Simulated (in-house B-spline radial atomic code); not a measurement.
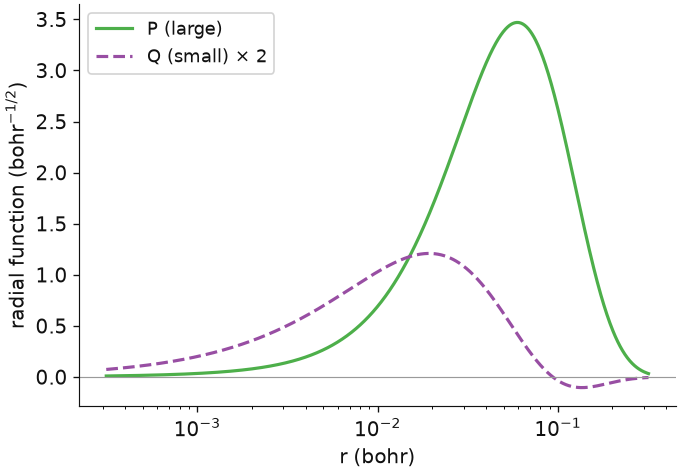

System: the gadolinium ion Gd⁵⁴⁺, configuration [Ne]. Theory: Dirac-Hartree-Fock, average of configuration, Fermi nucleus, basis-set limit (computed with an in-house B-spline radial code).

The plot shows the large and small radial components of one occupied spinor.

**Which spinor (n, l, j) is it?**

It is 2p1/2. The spinor has κ = 1: the large component has l = 1 and 0 radial nodes, the small one has l = 0. The small component carries 1.3 % of the norm; ⟨r⟩ = 0.0760 bohr and the eigenvalue is −12.02 keV. The nodes of P give n − l − 1 and its extent picks the shell; Q has as many nodes as P for κ < 0 and one more for κ > 0.
